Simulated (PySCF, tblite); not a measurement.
# C5H13BOS: geometry, infrared bands and NMR shifts

What infrared bands and NMR shifts should C5H13BOS (`CCB(O)SC(C)C`) show?

The runs use tblite 0.8.0 and PySCF 2.14.0, with density-fitted response routines of our own; the level of theory stands in each step. All values are computed, except where a source is named. Atoms are numbered from 0 throughout.

**1. The molecule as given**

21 atoms, charge 0, multiplicity 1; geometry from: force field or distance geometry start.

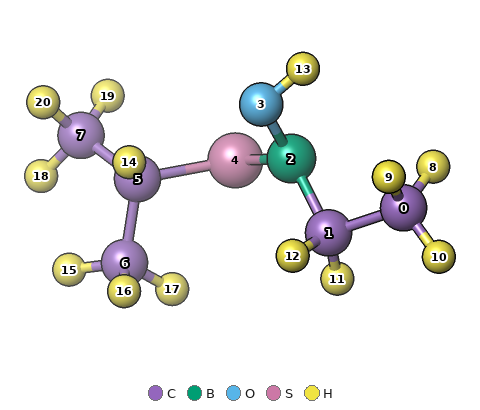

The starting geometry (carbon purple, boron teal, oxygen blue, sulfur pink, hydrogen yellow), atoms numbered.

**2. Relaxing the molecule with GFN2-xTB**

The job: settings as JSON, then the geometry in Å.

```
{"job": {"kind": "relax", "xc": "GFN2-xTB", "basis": "xTB"}, "charge": 0, "multiplicity": 1}
C      3.505800    -0.227800    -0.055600
C      2.058700    -0.638600     0.238500
B      1.144100     0.475100    -0.398000
O      1.177800     1.776000     0.297400
S     -0.536400     0.060300    -1.183600
C     -1.756200     0.196200     0.133600
C     -2.029600    -1.216600     0.594000
C     -3.053000     0.787000    -0.306000
H      3.591600     0.140100    -1.085300
H      3.754600     0.635200     0.612400
H      4.211600    -1.029600     0.182700
H      1.837000    -1.655200    -0.118500
H      1.981300    -0.617800     1.374400
H      1.890000     2.306400    -0.128400
H     -1.338400     0.844900     0.938500
H     -3.119300    -1.343100     0.711100
H     -1.500000    -1.343000     1.570100
H     -1.603600    -1.980700    -0.108600
H     -3.893300     0.067600    -0.105700
H     -3.051300     1.113100    -1.360500
H     -3.280000     1.667500     0.351600
```

Launch:

```console
$ OMP_NUM_THREADS=1 python probes_run.py task.json out
```

This one command runs all jobs of the session in turn.

What it wrote:

```text
step      E/eV     max force
  0    -703.86796    3.769
  1    -704.36640    2.452
  2    -704.61335    1.837
  3    -704.71359    0.954
  4    -704.82862    0.694
  5    -704.86367    0.737
  6    -704.97547    1.026
  7    -705.02330    0.826
  8    -705.10667    0.708
  9    -705.14995    0.570
 10    -705.18873    0.670
 11    -705.21864    0.740
 12    -705.23600    0.672
 13    -705.25269    0.240
 14    -705.25974    0.211
 15    -705.26630    0.223
 16    -705.27135    0.124
 17    -705.27471    0.127
 18    -705.27889    0.184
 19    -705.28427    0.256
 20    -705.28985    0.203
 21    -705.29470    0.204
 22    -705.29873    0.172
 23    -705.30228    0.160
 24    -705.30520    0.126
 25    -705.30749    0.099
 26    -705.31004    0.134
 27    -705.31381    0.192
 28    -705.31888    0.246
 29    -705.32454    0.193
 30    -705.33056    0.219
 31    -705.33801    0.227
 32    -705.34943    0.375
 33    -705.36792    0.528
 34    -705.39194    0.470
 35    -705.40525    0.707
 36    -705.41165    0.702
 37    -705.44425    0.302
 38    -705.45862    0.246
 39    -705.48047    0.318
 40    -705.48953    0.203
 41    -705.49911    0.332
 42    -705.50911    0.178
 43    -705.52270    0.161
 44    -705.53819    0.184
 45    -705.54405    0.186
 46    -705.54858    0.196
 47    -705.55381    0.165
 48    -705.56052    0.161
 49    -705.56987    0.200
 50    -705.57760    0.206
 51    -705.58750    0.208
 52    -705.59891    0.216
 53    -705.61056    0.246
 54    -705.61742    0.226
 55    -705.61991    0.468
 56    -705.63108    0.252
 57    -705.63910    0.226
 58    -705.65294    0.217
 59    -705.66144    0.239
 60    -705.66983    0.181
 61    -705.67656    0.188
 62    -705.68365    0.212
 63    -705.69172    0.252
 64    -705.69814    0.207
 65    -705.70595    0.184
 66    -705.71234    0.227
 67    -705.72115    0.188
 68    -705.72864    0.194
 69    -705.73734    0.168
 70    -705.74394    0.202
 71    -705.74987    0.180
 72    -705.75576    0.250
 73    -705.76223    0.174
 74    -705.76913    0.173
 75    -705.77395    0.183
 76    -705.77847    0.174
 77    -705.78365    0.136
 78    -705.78879    0.192
 79    -705.79492    0.204
 80    -705.80189    0.234
 81    -705.81013    0.286
 82    -705.81726    0.315
 83    -705.82889    0.238
 84    -705.84092    0.279
 85    -705.84835    0.192
 86    -705.85341    0.220
 87    -705.85695    0.158
 88    -705.85979    0.181
 89    -705.86310    0.142
 90    -705.86697    0.117
 91    -705.87066    0.104
 92    -705.87326    0.105
 93    -705.87574    0.120
 94    -705.87899    0.131
 95    -705.88264    0.150
 96    -705.88591    0.133
 97    -705.88911    0.130
 98    -705.89145    0.108
 99    -705.89381    0.103
100    -705.89597    0.093
101    -705.89786    0.105
102    -705.89976    0.112
103    -705.90195    0.117
104    -705.90450    0.138
105    -705.90701    0.134
106    -705.91003    0.113
107    -705.91303    0.122
108    -705.91530    0.109
109    -705.91675    0.094
110    -705.91822    0.089
111    -705.91962    0.080
112    -705.92097    0.100
113    -705.92209    0.079
114    -705.92311    0.085
115    -705.92415    0.086
116    -705.92526    0.075
117    -705.92619    0.057
118    -705.92676    0.051
119    -705.92733    0.053
120    -705.92792    0.044
121    -705.92842    0.045
122    -705.92886    0.049
123    -705.92944    0.045
124    -705.93005    0.046
125    -705.93063    0.062
126    -705.93111    0.053
127    -705.93167    0.051
128    -705.93217    0.045
129    -705.93286    0.052
130    -705.93341    0.047
131    -705.93378    0.034
132    -705.93404    0.039
133    -705.93435    0.038
134    -705.93470    0.032
135    -705.93503    0.038
136    -705.93530    0.032
137    -705.93554    0.033
138    -705.93581    0.037
139    -705.93608    0.035
140    -705.93633    0.037
141    -705.93653    0.028
142    -705.93670    0.030
143    -705.93686    0.031
144    -705.93699    0.027
145    -705.93711    0.021
146    -705.93721    0.022
147    -705.93730    0.019
148    -705.93739    0.023
149    -705.93747    0.022
150    -705.93753    0.014
151    -705.93758    0.016
152    -705.93761    0.018
153    -705.93764    0.015
154    -705.93770    0.017
155    -705.93779    0.021
156    -705.93788    0.019
157    -705.93795    0.014
158    -705.93799    0.011
159    -705.93802    0.012
160    -705.93807    0.012
161    -705.93812    0.013
162    -705.93819    0.014
163    -705.93825    0.015
164    -705.93830    0.013
165    -705.93834    0.015
166    -705.93839    0.016
167    -705.93845    0.016
168    -705.93853    0.019
169    -705.93863    0.024
170    -705.93878    0.023
171    -705.93900    0.033
172    -705.93931    0.039
173    -705.93980    0.054
174    -705.94027    0.057
175    -705.94087    0.059
176    -705.94128    0.065
177    -705.94184    0.043
178    -705.94221    0.036
179    -705.94261    0.035
180    -705.94285    0.043
181    -705.94311    0.041
182    -705.94339    0.047
183    -705.94377    0.039
184    -705.94408    0.034
185    -705.94426    0.028
186    -705.94439    0.025
187    -705.94454    0.026
188    -705.94469    0.025
189    -705.94483    0.024
190    -705.94495    0.024
191    -705.94505    0.027
192    -705.94514    0.021
193    -705.94526    0.021
194    -705.94536    0.022
195    -705.94545    0.018
196    -705.94551    0.014
197    -705.94556    0.010
198    -705.94558    0.010
```

Wall time 1.6 s (1 thread of Arm Neoverse V1, shared host); peak memory 0.18 GiB.

Relaxation path: (not every step is listed)

```csv
step,energy from step 0 (eV),largest force (eV/Å)
0,0.0000,3.7687
1,-0.4984,2.4524
2,-0.7454,1.8370
3,-0.8456,0.9536
4,-0.9607,0.6943
5,-0.9957,0.7371
6,-1.1075,1.0258
7,-1.1553,0.8262
8,-1.2387,0.7084
26,-1.4421,0.1336
44,-1.6702,0.1839
62,-1.8157,0.2122
80,-1.9339,0.2338
98,-2.0235,0.1083
116,-2.0573,0.0746
134,-2.0667,0.0317
152,-2.0696,0.0177
170,-2.0708,0.0230
188,-2.0767,0.0255
193,-2.0773,0.0212
194,-2.0774,0.0216
195,-2.0775,0.0182
196,-2.0775,0.0136
197,-2.0776,0.0104
198,-2.0776,0.0098
```

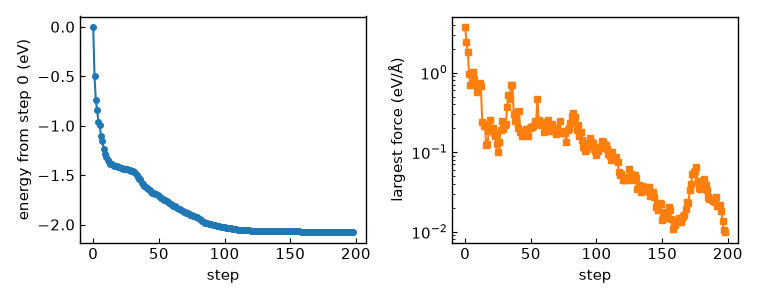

Energy and largest force along the relaxation.

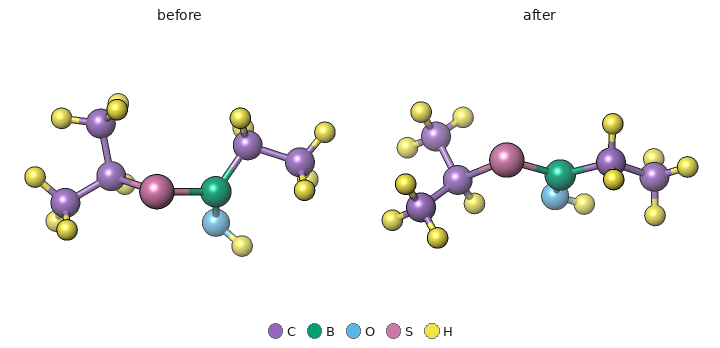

Before and after, at one scale.

Distances of close pairs at the start and the end, largest changes first:

```csv
bond,before (Å),after (Å),change (Å)
B2–O3,1.475,1.346,-0.130
B2–S4,1.901,1.802,-0.098
S4–C5,1.800,1.856,+0.056
C1–H12,1.139,1.093,-0.046
C7–H18,1.124,1.087,-0.037
C6–H17,1.122,1.088,-0.034
C7–H20,1.122,1.089,-0.034
C6–H16,1.118,1.088,-0.030
```

The final coordinates are the input of the step that follows.

**3. Infrared spectrum with GFN2-xTB**

The job: settings as JSON, then the geometry in Å.

```
{"job": {"kind": "ir", "xc": "GFN2-xTB", "basis": "xTB"}, "charge": 0, "multiplicity": 1}
C      3.627491     0.086380    -0.006217
C      2.390803    -0.644305    -0.537960
B      0.996191    -0.038508    -0.040775
O      0.889193     1.019330     0.784564
S     -0.522132    -0.813755    -0.626103
C     -1.856167     0.178981     0.198129
C     -2.415564    -0.610123     1.370222
C     -2.923607     0.509804    -0.830929
H      3.631869     1.126478    -0.330933
H      3.654623     0.060098     1.082872
H      4.538066    -0.381624    -0.373555
H      2.421340    -0.642009    -1.630400
H      2.452631    -1.696481    -0.249511
H      1.713489     1.415981     1.067754
H     -1.371967     1.089682     0.551495
H     -3.190737    -0.032771     1.871950
H     -1.630912    -0.837167     2.088592
H     -2.846545    -1.545432     1.020125
H     -3.368779    -0.404504    -1.216122
H     -2.494636     1.060285    -1.664767
H     -3.703571     1.116603    -0.374201
```

What it wrote:

```text
mode    cm-1     km/mol
  1     -19.6      1.27
  2      43.4      0.72
  3      62.8      1.94
  4     112.6      1.04
  5     200.5      0.04
  6     207.3      1.51
  7     226.5      0.35
  8     228.0      0.66
  9     270.9      2.05
 10     296.7      3.22
 11     333.3      0.84
 12     383.0      2.98
 13     386.6      3.37
 14     440.7      6.89
 15     560.4     89.03
 16     640.6     24.67
 17     646.8      0.02
 18     756.5     85.82
 19     844.6    138.73
 20     931.4      1.90
 21     946.2      1.80
 22     977.0      0.08
 23     987.9     11.79
 24    1015.2     27.18
 25    1046.0    119.97
 26    1072.0     30.90
 27    1094.7    107.69
 28    1146.4      4.19
 29    1166.2     16.24
 30    1231.7     40.39
 31    1236.3      1.41
 32    1264.2    241.85
 33    1300.2      3.84
 34    1309.1     20.37
 35    1400.6      8.68
 36    1411.9      3.01
 37    1412.1      1.99
 38    1478.5      5.90
 39    1481.0      1.98
 40    1489.3      1.51
 41    1490.4      4.88
 42    1500.3      3.45
 43    1513.4      1.25
 44    1519.5      2.97
 45    2961.7     21.92
 46    2978.9      5.83
 47    2984.3     18.06
 48    3007.7     60.64
 49    3009.8     44.36
 50    3012.7     11.48
 51    3019.3     74.00
 52    3032.4     37.39
 53    3033.7     19.23
 54    3038.2      7.16
 55    3041.1     34.94
 56    3043.9     19.80
 57    3595.1     28.40
```

Run time: 0.82 s. Hardware: 1 thread of Arm Neoverse V1, shared host; peak memory 0.18 GiB.

Which atoms move in the most intense modes:

```csv
cm⁻¹,km/mol,atoms
560,89.0,H13 85 %
756,85.8,"H11 21 %, H12 21 %, C1 17 %, B2 14 %"
845,138.7,"B2 32 %, H13 31 %, O3 13 %, C1 12 %"
1046,120.0,"H13 36 %, B2 22 %, C1 14 %, C0 11 %"
1095,107.7,"C1 29 %, C0 20 %, B2 17 %"
1264,241.8,"B2 53 %, O3 19 %, H14 13 %"
3008,60.6,"H9 76 %, H8 12 %"
3019,74.0,"H20 76 %, H15 16 %"
```

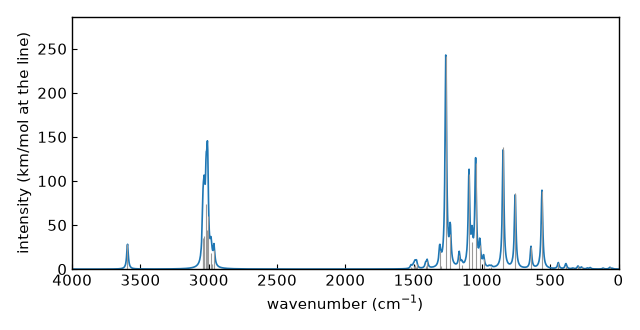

The infrared spectrum from these modes, unscaled. Lines are broadened to a width of 14 cm⁻¹ (Lorentzian).

**4. Nuclear shieldings: PBE0/pcSseg-1**

Same as in step 3 but for these lines:

```diff
@@ -1,2 +1,2 @@
-{"job": {"kind": "ir", "xc": "GFN2-xTB", "basis": "xTB"}, "charge": 0, "multiplicity": 1}
+{"job": {"kind": "nmr", "xc": "PBE0", "basis": "pcSseg-1"}, "charge": 0, "multiplicity": 1}
 C      3.627491     0.086380    -0.006217
```

Level: GIAO PBE0/pcSseg-1 NMR shielding, non-relativistic, gas phase.

What it wrote:

```text
coarse grid: 17288 points
cycle   1  E = -696.0030050577  dE =  7.115e-01  |g| = 7.144e-01  |ddm| = 3.858e+00
cycle   2  E = -695.9328536907  dE =  7.015e-02  |g| = 9.627e-01  |ddm| = 1.198e+00
cycle   3  E = -696.1075870298  dE = -1.747e-01  |g| = 1.274e-01  |ddm| = 7.188e-01
cycle   4  E = -696.1110690591  dE = -3.482e-03  |g| = 3.007e-02  |ddm| = 1.332e-01
cycle   5  E = -696.1112567040  dE = -1.876e-04  |g| = 7.039e-03  |ddm| = 2.687e-02
cycle   6  E = -696.1112679195  dE = -1.122e-05  |g| = 2.167e-03  |ddm| = 8.925e-03
cycle   7  E = -696.1112689965  dE = -1.077e-06  |g| = 4.083e-04  |ddm| = 2.383e-03
final grid: 160040 points
cycle   8  E = -696.1693458238  dE = -5.222e-05  |g| = 1.120e-02  |ddm| = 3.305e-02
cycle   9  E = -696.1693274638  dE =  1.836e-05  |g| = 1.439e-02  |ddm| = 2.034e-02
cycle  10  E = -696.1693759964  dE = -4.853e-05  |g| = 1.099e-03  |ddm| = 1.167e-02
cycle  11  E = -696.1693762310  dE = -2.345e-07  |g| = 2.711e-04  |ddm| = 9.878e-04
cycle  12  E = -696.1693762456  dE = -1.464e-08  |g| = 7.961e-05  |ddm| = 3.022e-04
cycle  13  E = -696.1693762471  dE = -1.458e-09  |g| = 2.856e-05  |ddm| = 1.108e-04
cycle  14  E = -696.1693762472  dE = -1.689e-10  |g| = 5.891e-06  |ddm| = 2.555e-05
converged SCF energy = -696.1693762472

GIAO shielding tensors (ppm)
atom      isotropic    diamagn.    paramagn.     s11        s22        s33       span
  0 C      178.575     246.493     -67.918    172.750    174.726    188.249     15.500
  1 C      172.952     254.536     -81.584    159.064    171.598    188.192     29.128
  2 B       53.193     193.088    -139.896     13.695     48.541     97.342     83.648
  3 O      185.252     391.075    -205.823     55.868    177.398    322.489    266.620
  4 S      455.344    1062.659    -607.315    241.281    491.040    633.711    392.429
  5 C      147.576     250.409    -102.834    124.494    150.403    167.831     43.337
  6 C      157.326     248.080     -90.754    135.789    151.974    184.215     48.426
  7 C      159.621     247.481     -87.860    138.912    154.545    185.405     46.493
  8 H       30.977      29.681       1.296     26.679     29.216     37.036     10.357
  9 H       30.974      29.696       1.278     26.649     29.359     36.914     10.266
 10 H       30.443      26.385       4.058     25.231     27.988     38.110     12.879
 11 H       30.543      32.739      -2.197     24.922     31.155     35.551     10.629
 12 H       30.583      32.714      -2.131     24.959     31.164     35.626     10.667
 13 H       26.124      33.425      -7.301     19.290     24.821     34.261     14.970
 14 H       27.734      34.386      -6.652     22.675     28.539     31.987      9.313
 15 H       30.434      29.705       0.728     25.947     27.273     38.080     12.133
 16 H       30.255      31.263      -1.009     25.415     29.529     35.820     10.405
 17 H       30.460      31.068      -0.608     27.189     28.617     35.576      8.387
 18 H       30.470      30.631      -0.160     26.917     28.732     35.762      8.844
 19 H       30.271      30.603      -0.332     25.432     28.813     36.568     11.136
 20 H       30.439      29.189       1.250     25.863     27.479     37.975     12.113
```

Wall time 58 s (1 thread of Arm Neoverse V1, shared host); peak memory 0.93 GiB.

Shifts follow as δ = σ(reference) − σ, with reference shieldings (ppm) from runs at the same level and on the same kind of geometry: ¹H TMS 31.72, ¹³C TMS 186.9, ¹⁷O H2O 336.1, ¹¹B BF3·OEt2 100.1, ³³S CS2 504. The references are single molecules in the gas phase, so shifts against H2O, NH3, PH3, H3PO4 or CFCl3 are not on the usual liquid scales and can be off by tens of ppm. Atoms listed in one row are averaged.

```csv
atoms,environment,σ (ppm),δ (ppm),δ scaled to CDCl3
C5,sp3 CH bonded to S,147.6,39.3,32.1
"C6, C7",methyl carbon,158.5,28.5,25.9
C1,sp3 CH2 bonded to B,173.0,14.0,11.7
C0,methyl carbon,178.6,8.4,6.2
H13,hydrogen on an oxygen bonded to B,26.12,5.59,–
H14,hydrogen on an sp3 CH bonded to S,27.73,3.98,3.86
"H15, H16, H17, H18, H19, H20",hydrogen on a methyl carbon,30.39,1.33,1.36
"H11, H12",hydrogen on an sp3 CH2 bonded to B,30.56,1.15,1.19
"H8, H9, H10",hydrogen on a methyl carbon,30.80,0.92,0.97
B2,"boron bonded to C, O, S",53.2,46.9,–
O3,"oxygen bonded to B, H",185.3,150.8,–
S4,"sulfur bonded to C, B",455,48,–
```

The scaled column applies a straight-line fit of computed shieldings to shifts measured in CDCl3, with any fitted terms for Cl, Br or S neighbours (root-mean-square error 0.16 ppm for H, 1.9 ppm for C).

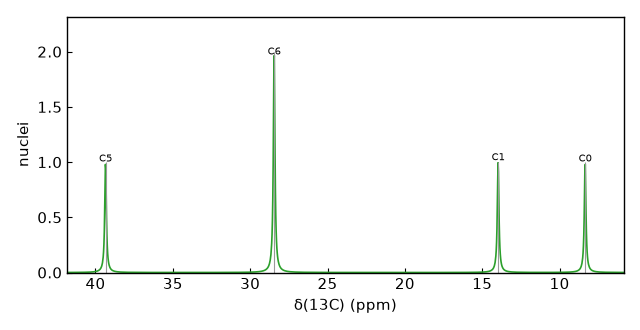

¹³C lines at the computed shifts, without couplings. Lines are broadened to a width of 0.12 ppm (Lorentzian).

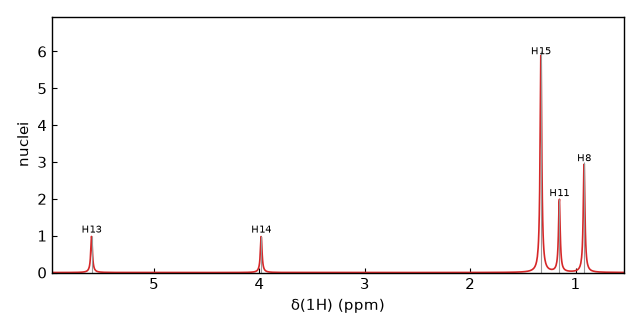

¹H lines at the computed shifts, without couplings. Lines are broadened to a width of 0.02 ppm (Lorentzian).

The run also stored atomic charges by several schemes (e):

```csv
atoms,Mulliken,IAO,Hirshfeld,ESP fit
C0,-0.32,-0.41,-0.12,-0.44
C1,-0.51,-0.42,-0.15,0.18
B2,0.53,0.23,0.17,0.31
O3,-0.40,-0.52,-0.23,-0.59
S4,-0.19,0.01,-0.05,-0.47
C5,-0.47,-0.15,-0.01,0.67
"C6, C7",-0.20,-0.42,-0.13,-0.66
```

IAO charges:

C0 -0.41; C1 -0.42; B2 0.23; O3 -0.52; S4 0.01; C5 -0.15; C6 -0.42; C7 -0.42; H8 0.13; H9 0.13; H10 0.15; H11 0.16; H12 0.16; H13 0.37; H14 0.15; H15 0.14; H16 0.15; H17 0.14; H18 0.14; H19 0.15; H20 0.14

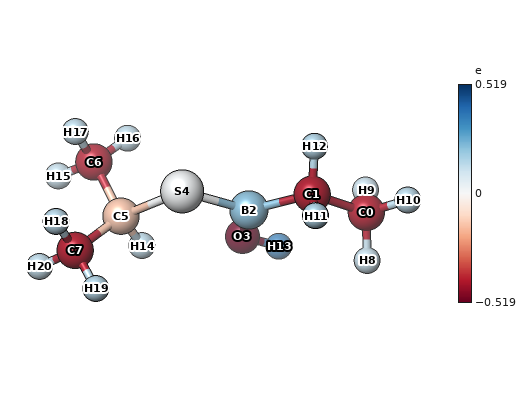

IAO charges, as colours on the atoms.

Mayer bond orders: C0–C1 1.06, C1–B2 0.95, B2–O3 1.25, B2–S4 1.10, S4–C5 0.99, C5–C6 1.01, C5–C7 1.02.

**5. Results**

```
                                                               quantity                             value
                              strongest single infrared mode (GFN2-xTB)             1264 cm⁻¹, 242 km/mol
                                           zero-point energy (GFN2-xTB)                    111.3 kcal/mol
¹³C shifts against TMS (PBE0/pcSseg-1, means over atoms taken as alike)         39.3, 28.5, 14.0, 8.4 ppm
 ¹H shifts against TMS (PBE0/pcSseg-1, means over atoms taken as alike)  5.59, 3.98, 1.33, 1.15, 0.92 ppm
                            ¹¹B shifts against BF3·OEt2 (PBE0/pcSseg-1)                          46.9 ppm
                                 ¹⁷O shifts against H2O (PBE0/pcSseg-1)                         150.8 ppm
                                 ³³S shifts against CS2 (PBE0/pcSseg-1)                            48 ppm
```

**Reading.** Over 198 steps the energy fell by 2.078 eV; of the close pairs, B2–O3 changed most, 1.475 to 1.346 Å. The lowest mode is slightly imaginary (20i cm⁻¹), a soft motion within the noise of the Hessian, so the minimum is not strictly shown. The strongest single mode, at 1264 cm⁻¹, moves mainly B2. GFN2-xTB is a fitted tight-binding method: band positions and strengths are rough. Its intensities can rank the bands wrongly. At PBE0/pcSseg-1: The largest span, 392 ppm, is at S4, where the paramagnetic term is -607 ppm.
